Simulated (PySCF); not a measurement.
**2-(trimethylsilyloxy)furan: NMR shifts**

Wanted: the NMR shifts of 2-(trimethylsilyloxy)furan (`C[Si](C)(C)Oc1ccco1`), by calculation.

Programs: PySCF 2.14.0, with density-fitted response routines of our own. Each step states its level of theory. These are calculated values for one molecule in the gas phase, unless marked as measured. Atoms count from 0, in the outputs and in this text.

### Step 1. Starting geometry

22 atoms, charge 0, multiplicity 1; geometry from: GFN2-xTB.

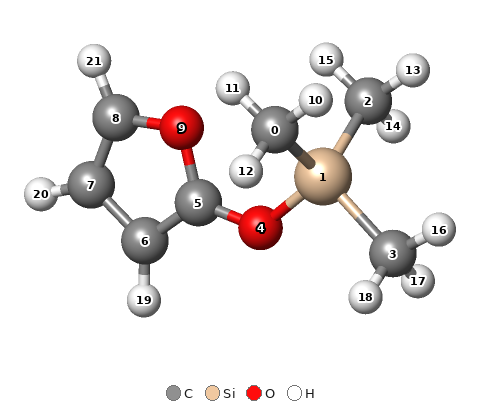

The starting geometry (carbon grey, silicon light orange, oxygen red, hydrogen white), atoms numbered.

### Step 2. Shielding tensors: PBE0/pcSseg-1

What the job is given:

```
{"job": {"kind": "nmr", "xc": "PBE0", "basis": "pcSseg-1"}, "charge": 0, "multiplicity": 1}
C     -1.230040     1.730444    -0.812449
Si    -1.241053    -0.048470    -0.129842
C     -1.391795    -0.019544     1.769388
C     -2.561912    -1.135301    -0.948652
O      0.141192    -0.856164    -0.591275
C      1.386728    -0.529018    -0.291180
C      2.560139    -1.134397    -0.628341
C      3.580775    -0.347766    -0.031631
C      2.956059     0.665517     0.615909
O      1.611343     0.564303     0.463372
H     -2.162304     2.243700    -0.599892
H     -0.426372     2.314104    -0.371938
H     -1.088480     1.739615    -1.890012
H     -2.330232     0.423108     2.087392
H     -1.344740    -1.022942     2.184374
H     -0.588132     0.558109     2.217743
H     -3.553872    -0.747009    -0.746532
H     -2.523276    -2.154977    -0.579547
H     -2.433320    -1.172743    -2.025400
H      2.677239    -2.016992    -1.220209
H      4.635207    -0.523858    -0.085756
H      3.316435     1.489665     1.197154
```

Method: GIAO PBE0/pcSseg-1 NMR shielding, non-relativistic, gas phase.

Log:

```text
coarse grid: 18840 points
cycle   1  E = -713.0619092535  dE =  1.572e+00  |g| = 8.451e-01  |ddm| = 4.312e+00
cycle   2  E = -713.0005713716  dE =  6.134e-02  |g| = 1.033e+00  |ddm| = 1.269e+00
cycle   3  E = -713.2072865070  dE = -2.067e-01  |g| = 1.151e-01  |ddm| = 7.205e-01
cycle   4  E = -713.2096470499  dE = -2.361e-03  |g| = 4.221e-02  |ddm| = 1.064e-01
cycle   5  E = -713.2099547332  dE = -3.077e-04  |g| = 1.697e-02  |ddm| = 3.643e-02
cycle   6  E = -713.2100081330  dE = -5.340e-05  |g| = 3.679e-03  |ddm| = 1.348e-02
cycle   7  E = -713.2100106724  dE = -2.539e-06  |g| = 1.121e-03  |ddm| = 3.603e-03
final grid: 177264 points
cycle   8  E = -713.2889769925  dE = -2.913e-05  |g| = 1.522e-02  |ddm| = 3.257e-02
cycle   9  E = -713.2889167061  dE =  6.029e-05  |g| = 2.332e-02  |ddm| = 2.465e-02
cycle  10  E = -713.2890212268  dE = -1.045e-04  |g| = 2.789e-03  |ddm| = 1.646e-02
cycle  11  E = -713.2890231219  dE = -1.895e-06  |g| = 3.561e-04  |ddm| = 2.593e-03
cycle  12  E = -713.2890231408  dE = -1.890e-08  |g| = 1.822e-04  |ddm| = 3.723e-04
cycle  13  E = -713.2890231474  dE = -6.558e-09  |g| = 4.616e-05  |ddm| = 1.571e-04
cycle  14  E = -713.2890231478  dE = -3.481e-10  |g| = 1.840e-05  |ddm| = 4.372e-05
converged SCF energy = -713.2890231478

GIAO shielding tensors (ppm)
atom      isotropic    diamagn.    paramagn.     s11        s22        s33       span
  0 C      185.552     256.877     -71.325    177.513    184.436    194.707     17.195
  1 Si     328.989     881.893    -552.904    319.485    319.550    347.933     28.448
  2 C      185.552     256.936     -71.384    177.512    184.435    194.710     17.198
  3 C      186.239     254.952     -68.713    177.760    186.298    194.659     16.900
  4 O      213.221     401.507    -188.286    152.222    217.151    270.290    118.067
  5 C       22.568     250.190    -227.622    -46.710     46.592     67.821    114.531
  6 C       96.903     254.621    -157.719     39.435     88.992    162.281    122.846
  7 C       67.748     261.083    -193.336    -21.903     64.469    160.677    182.580
  8 C       52.703     247.241    -194.537    -19.038     68.924    108.224    127.262
  9 O       50.844     402.426    -351.582    -65.840      8.265    210.109    275.949
 10 H       31.770      30.724       1.046     27.786     28.648     38.877     11.091
 11 H       30.904      33.831      -2.927     25.737     30.058     36.918     11.181
 12 H       31.488      32.139      -0.651     27.654     28.554     38.256     10.602
 13 H       31.769      30.762       1.007     27.787     28.646     38.874     11.088
 14 H       31.489      32.224      -0.735     27.654     28.558     38.256     10.602
 15 H       30.905      33.871      -2.966     25.736     30.059     36.921     11.185
 16 H       31.946      29.552       2.394     27.569     29.256     39.013     11.444
 17 H       31.291      31.368      -0.077     27.075     28.783     38.014     10.939
 18 H       31.293      31.327      -0.033     27.077     28.790     38.014     10.937
 19 H       26.202      33.161      -6.959     22.621     26.599     29.385      6.764
 20 H       25.159      30.793      -5.634     23.417     25.294     26.767      3.350
 21 H       24.872      29.697      -4.825     21.512     25.432     27.673      6.161
```

It took 51 s on 1 thread, shared host.

Shifts follow as δ = σ(reference) − σ, with reference shieldings (ppm) from runs at the same level and on the same kind of geometry: 1H TMS 31.72, 13C TMS 186.9, 29Si TMS 349.2, 17O H2O 336.1. The references are single molecules in the gas phase, so shifts against H2O, NH3, PH3, H3PO4 or CFCl3 are not on the usual liquid scales and can be off by tens of ppm. Atoms listed in one row are averaged.

```csv
atoms,environment,σ (ppm),δ (ppm),δ scaled to CDCl3
C5,aromatic carbon bearing oxygen,22.6,164.4,158.5
C8,aromatic CH next to the ring oxygen,52.7,134.2,129.1
C7,aromatic CH,67.7,119.2,114.4
C6,aromatic CH,96.9,90.0,85.9
"C0, C2, C3",methyl carbon bonded to Si,185.8,1.1,-0.8
H21,hydrogen on an aromatic CH next to the ring oxygen,24.87,6.84,6.56
H20,hydrogen on an aromatic CH,25.16,6.56,6.29
H19,hydrogen on an aromatic CH,26.20,5.52,5.31
"H10, H11, H12, H13, H14 and 4 more",hydrogen on a methyl carbon bonded to Si,31.43,0.29,0.38
Si1,"silicon bonded to 3 C, O",329.0,20.2,–
O9,aromatic ring oxygen,50.8,285.2,–
O4,"oxygen bonded to C, Si",213.2,122.9,–
```

The scaled column applies a straight-line fit of computed shieldings to shifts measured in CDCl3 (root-mean-square error 0.16 ppm for H, 1.9 ppm for C).

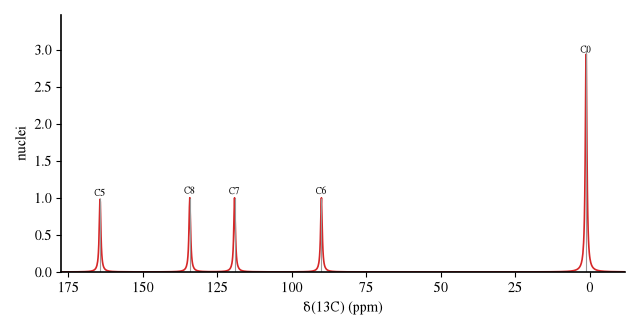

13C lines at the computed shifts, without couplings. Lines are broadened to a width of 0.65 ppm (Lorentzian).

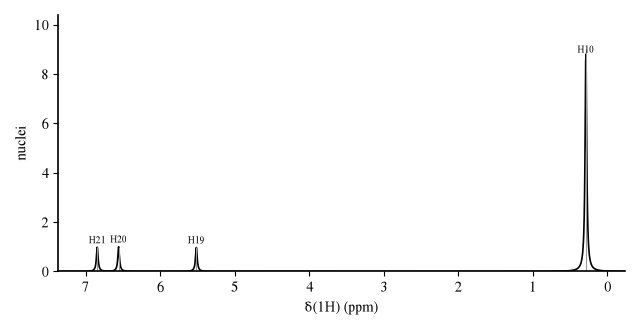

1H lines at the computed shifts, without couplings. Lines are broadened to a width of 0.03 ppm (Lorentzian).

The run also stored atomic charges by several schemes (e):

```csv
atoms,Mulliken,IAO,Hirshfeld,ESP fit
"C0, C2, C3",-0.63,-0.74,-0.22,-0.73
Si1,1.06,1.27,0.47,1.08
O4,-0.61,-0.55,-0.19,-0.54
C5,0.51,0.36,0.14,0.53
C6,-0.15,-0.28,-0.12,-0.50
C7,-0.17,-0.21,-0.09,-0.09
C8,0.16,-0.03,-0.02,-0.34
O9,-0.42,-0.27,-0.06,-0.05
```

Mulliken charges:

C0 -0.64; Si1 1.06; C2 -0.64; C3 -0.62; O4 -0.61; C5 0.51; C6 -0.15; C7 -0.17; C8 0.16; O9 -0.42; H10 0.13; H11 0.15; H12 0.14; H13 0.13; H14 0.14; H15 0.15; H16 0.13; H17 0.14; H18 0.14; H19 0.08; H20 0.09; H21 0.10

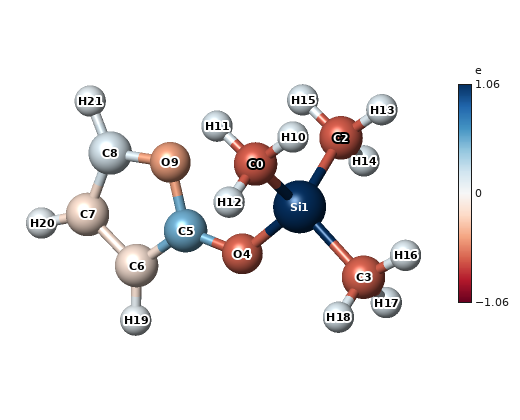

Mulliken charges, as colours on the atoms.

Mayer bond orders: C0–Si1 0.97, Si1–C2 0.97, Si1–C3 0.97, Si1–O4 0.84, O4–C5 1.02, C5–C6 1.55, C6–C7 1.23, C7–C8 1.64, C8–O9 1.01, O9–C5 1.07.

Ring of atoms C5, C6, C7, C8, O9: NICS(0) -12.2, NICS(1) -9.1, NICS(1)zz -22.4 ppm (means of both faces).

### Step 3. Summary of results

```
                                                               quantity                               value
13C shifts against TMS (PBE0/pcSseg-1, means over atoms taken as alike)  164.4, 134.2, 119.2, 90.0, 1.1 ppm
 1H shifts against TMS (PBE0/pcSseg-1, means over atoms taken as alike)          6.84, 6.56, 5.52, 0.29 ppm
                                29Si shifts against TMS (PBE0/pcSseg-1)                            20.2 ppm
                                 17O shifts against H2O (PBE0/pcSseg-1)                    285.2, 122.9 ppm
```

In words: At PBE0/pcSseg-1: The widest tensor belongs to O9: span 276 ppm, with a paramagnetic part of -352 ppm. NICS(1)zz of -22 ppm above the planar ring from C5 marks a diatropic (aromatic) ring current.
